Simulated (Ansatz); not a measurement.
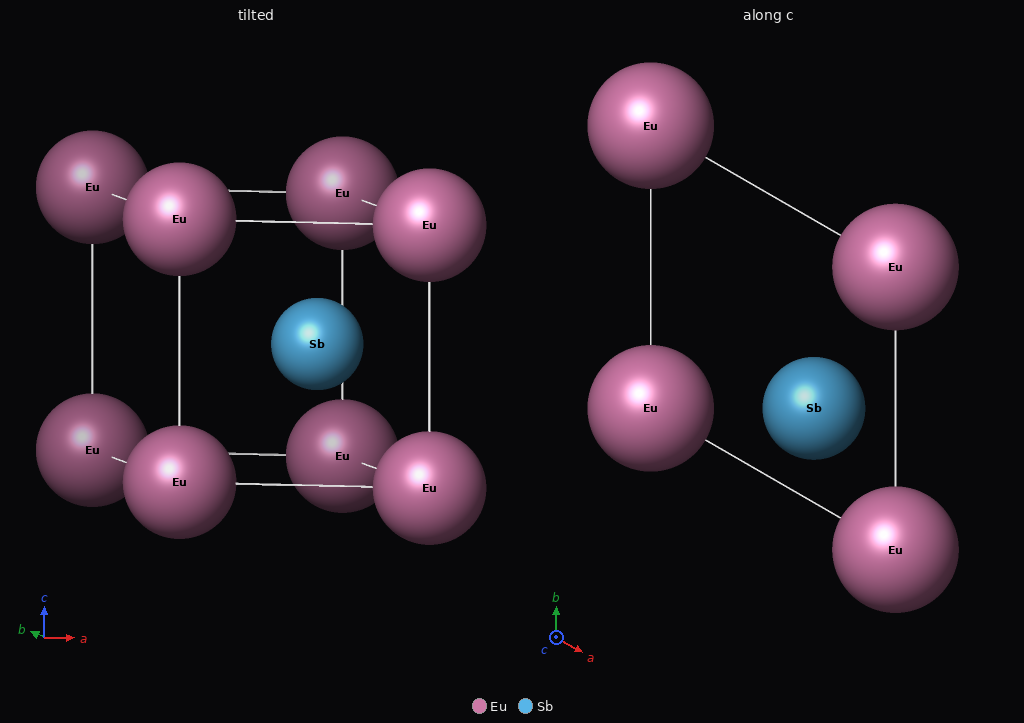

Shown here is a spheres-only view of the crystal, taken slightly off an axis and along the c axis. The parallelepiped is the conventional unit cell.

EuSb, tungsten carbide (WC) type, space group P-6m2 (No. 187), a = 4.214 Å, b = 4.214 Å, c = 4.404 Å, α = 90.00°, β = 90.00°, γ = 120.00°. The structure was taken from a structure type filled with these elements by a generator (whether the compound takes this form wasn't checked). Earlier steps of the study, as a rule a relaxation of our own, may have changed the cell and positions, so they can lie some per cent off the listed ones. It went into a calculation with Ansatz.

This one geometry was computed with Ansatz (DFT, plane waves, PAW) at three levels of theory: LDA, PBE and PBEsol.

### Which level gives the highest pressure at this volume, and what does that say about its equilibrium volume?

Highest: PBE (0.0 GPa), which points to the largest equilibrium volume. Lowest, with the smallest volume: LDA (-3.7 GPa). Levels within 0.5 GPa of each other can't be told apart.

### How does the band gap change with the level of theory?

All levels give a metal.

### Collect the results in a table.

| level | cutoff (eV) | k-mesh of the run's cell | gap (eV) | pressure (GPa) | absolute moment (μB/atom) |
| --- | --- | --- | --- | --- | --- |
| LDA | 420 | 10×10×4 | metal | -3.7 | 3.49 |
| PBE | 420 | 10×10×4 | metal | 0.0 | 3.51 |
| PBEsol | 420 | 10×10×4 | metal | -2.2 | 3.50 |

Gaps are taken on the k-mesh or band path of each run.
